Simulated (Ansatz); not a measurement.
# SnO (tin(ii) oxide) at 6 levels

Aim: a comparison of 6 runs (B2PLYP/STO-3G, BLYP/STO-3G, PBE/STO-3G, SVWN5/STO-3G, MP2/STO-3G, UMP2/STO-3G) of SnO (tin(ii) oxide). 

The calculation is run with Ansatz 0.2.0.

55 further runs of the same task are left out: 20 that didn't finish, 35 set aside as unsound or not needed.

## 1. Starting point

The species is SnO (2 atoms), meant as a singlet with charge 0. SMILES: `[O]=[Sn]`. The Sn2–O1 distance was set to 3.607 Å, away from the relaxed value.

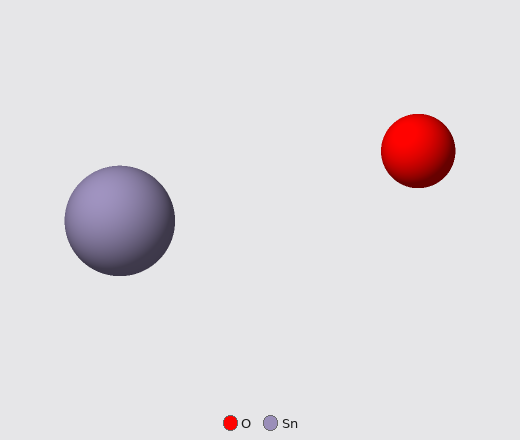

Viewed from a chosen angle; oxygen red, tin purple.

## 2. The energy at B2PLYP/STO-3G (run 1)

File run.yaml:

```yaml
crystal:
  periodic: [false, false, false]
  atoms:
    - {symbol: O, position_ang: [0.000000, 0.000000, -1.803620]}
    - {symbol: Sn, position_ang: [0.000000, 0.000000, 1.803580]}
basis:
  gaussian: {orbitals: STO-3G}
hamiltonian: {xc: {name: B2PLYP}}
correlation: {frozen_orbitals: {O: 1, Sn: 18}}
accuracy: high
```

The run is started by

```bash
$ ansatz run run.yaml --threads 1 --pin off --max-ram 2610MiB --events-out events.jsonl --progress --plain --runs-dir runs
```

What it wrote:

```text
Warning: RAYON_NUM_THREADS=1 ignored (pool sized by the plan → 1); use --threads N
Functional definition: B2PLYP
  name "B2PLYP"
  parameter a = 0.53
  parameter c = 0.27
  exchange = (1 - a)*b88_x + a*exact_x
  correlation = (1 - c)*lyp_c + c*(mp2_os + mp2_ss)
529 factors; integrals over basis functions are off by at most 1.1e-8 eV
mean field evaluation 1: about -164282.5043 eV, gradient 1.4e1 eV
mean field evaluation 2: about -164282.5104 eV, gradient 1.4e1 eV
mean field evaluation 4: about -164280.8110 eV, gradient 1.4e1 eV
mean field evaluation 8: about -164300.5527 eV, gradient 4.6e1 eV
mean field evaluation 16: about -164316.3617 eV, gradient 1.5e-8 eV
mean field evaluation 32: about -164316.3616 eV, gradient 4.5e-2 eV
mean field evaluation 64: about -164302.7492 eV, gradient 2.8e0 eV
mean field evaluation 96: about -164303.9216 eV, gradient 5.8e0 eV
mean field evaluation 128: about -164316.2452 eV, gradient 7.9e-1 eV
mean field -164316.36165487 eV, -6038.5149131864 hartree, gradient 2.7e-8 eV, S^2 0.000000; 9 other end points of the search recorded, 0 dependent functions left out; unrestricted orbitals would lower it
19 core orbitals not correlated: weight in the atoms' cores, before any rotation towards them, 1.000 or more for the frozen orbitals, at most 0.000 for the correlated occupied ones
reference -164316.36167088 eV, -6038.5149137748 hartree; 10, 10 occupied and 3, 3 virtual orbitals, 529 factors
second order -1.44513990 eV of doubles, -0.00000000 eV of singles
Total energy: -164316.75185866 eV, -6038.5292529109 hartree
```

It took 6.3 s on 1 thread of Arm Neoverse V2, shared host; peak memory 0.11 GiB.

## 3. A single-point energy at BLYP/STO-3G (run 2)

File in.yaml:

```yaml
crystal:
  periodic: [false, false, false]
  atoms:
    - {symbol: O, position_ang: [0.000000, 0.000000, -1.803620]}
    - {symbol: Sn, position_ang: [0.000000, 0.000000, 1.803580]}
basis:
  gaussian:
    orbitals: STO-3G
hamiltonian:
  xc: {name: BLYP}
accuracy: high
```

The run is started by

```bash
$ ansatz run in.yaml --threads 1 --pin off --max-ram 2610MiB --events-out events.jsonl --progress --plain --runs-dir runs
```

What it wrote, shortened:

```text
Warning: RAYON_NUM_THREADS=1 ignored (pool sized by the plan → 1); use --threads N
Functional definition: BLYP
  name "BLYP"
[...]
529 factors; integrals over basis functions are off by at most 1.1e-8 eV
[...]
mean field -164329.42694331 eV, -6038.9950536806 hartree, gradient 2.8e-8 eV, S^2 0.000000; 9 other end points of the search recorded, 0 dependent functions left out
reference -164329.42697894 eV, -6038.9950549899 hartree; 29, 29 occupied and 3, 3 virtual orbitals, 529 factors
Total energy: -164329.42697894 eV, -6038.9950549899 hartree
```

Run time: 5.7 s. Hardware: 1 thread of Arm Neoverse V2, shared host.

## 4. The energy at PBE/STO-3G (run 3)

File run.yaml:

```yaml
crystal:
  periodic: [false, false, false]
  atoms:
    - symbol: O
      position_ang: [0.000000, 0.000000, -1.803620]
    - symbol: Sn
      position_ang: [0.000000, 0.000000, 1.803580]
basis:
  gaussian: {orbitals: STO-3G}
hamiltonian: {xc: {name: PBE}}
accuracy: high
```

The run is started by

```bash
$ ansatz run run.yaml --threads 1 --pin off --max-ram 2610MiB --events-out events.jsonl --progress --plain --runs-dir runs
```

What it wrote, shortened:

```text
Warning: RAYON_NUM_THREADS=1 ignored (pool sized by the plan → 1); use --threads N
Functional definition: PBE
  name "PBE"
[...]
529 factors; integrals over basis functions are off by at most 1.1e-8 eV
[...]
mean field -164314.93621530 eV, -6038.4625292481 hartree, gradient 4.9e-9 eV, S^2 0.000000; 11 other end points of the search recorded, 0 dependent functions left out
reference -164314.93621694 eV, -6038.4625293086 hartree; 29, 29 occupied and 3, 3 virtual orbitals, 529 factors
Total energy: -164314.93621694 eV, -6038.4625293086 hartree
```

It took 6.6 s on 1 thread of Arm Neoverse V2, shared host.

Runs 4 to 5 aren't shown in full; the table further down has their settings and results.

## 5. The energy at UMP2/STO-3G (run 6)

in.yaml: that of step 3 with these lines changed.

```diff
@@ -8,4 +8,7 @@
     orbitals: STO-3G
-hamiltonian:
-  xc: {name: BLYP}
+magnetization:
+  spin_polarized: true
+correlation:
+  method: mp2
+  frozen_orbitals: {O: 1, Sn: 18}
 accuracy: high
```

The run is started by

```bash
$ ansatz run in.yaml --threads 1 --pin off --max-ram 2610MiB --events-out events.jsonl --progress --plain --runs-dir runs
```

What it wrote, shortened:

```text
Warning: RAYON_NUM_THREADS=1 ignored (pool sized by the plan → 1); use --threads N
Functional definition: HF
  name "HF"
[...]
529 factors; integrals over basis functions are off by at most 1.1e-8 eV
[...]
mean field -164275.45501509 eV, -6037.0116219019 hartree, gradient 2.6e-9 eV, S^2 2.000029; 21 other end points of the search recorded, 0 dependent functions left out
19 core orbitals not correlated: weight in the atoms' cores, before any rotation towards them, 1.000 or more for the frozen orbitals, at most 0.000 for the correlated occupied ones
reference -164275.45501509 eV, -6037.0116219019 hartree; 10, 10 occupied and 3, 3 virtual orbitals, 529 factors
second order -0.19988114 eV of doubles, -0.00000000 eV of singles
Total energy: -164275.65489623 eV, -6037.0189673983 hartree
```

It took 5.7 s on 1 thread of Arm Neoverse V2, shared host; peak memory 0.1 GiB.

## 6. All runs side by side

```csv
run,level,frozen core orbitals,energy (Eh),wall time
1,B2PLYP/STO-3G,19,-6038.529253,6.3 s
2,BLYP/STO-3G,–,-6038.995055,5.7 s
3,PBE/STO-3G,–,-6038.462529,6.6 s
4,SVWN5/STO-3G,–,-6032.849569,3.3 s
5,MP2/STO-3G,19,-6036.832562,2.5 s
6,UMP2/STO-3G,19,-6037.018967,5.7 s
```

## 7. What came out

| quantity | value |
| --- | --- |
| run 6: total energy | -6037.01897 Eh |
| run 6: correlation energy (19 core orbitals frozen) | -7.3 mEh |
| run 6: ⟨S²⟩ of the reference determinant | 2.000 |

What this shows: Totals of different functionals can't be ranked against each other. In runs 1, 5 the log says that unrestricted orbitals would lower the reference, so the values rest on an unstable closed-shell determinant (other closed-shell runs at this shape may share the fault). In runs 1, 2, 3, 4, 5, 6 the basis is minimal, so the values are rough. In runs 1, 2, 3, 4, 5 a closed-shell determinant meets a far-stretched bond, which it describes badly. In runs 1, 2, 3, 4, 5, 6 relativity is left out where basis or elements ask for it. Spin contamination of the reference: run 6 ⟨S²⟩ = 2.00. Where it is this large, the reference is a mixture of spin states, and values that rest on it are in doubt. All runs together took 30 s, the longest 6.6 s.
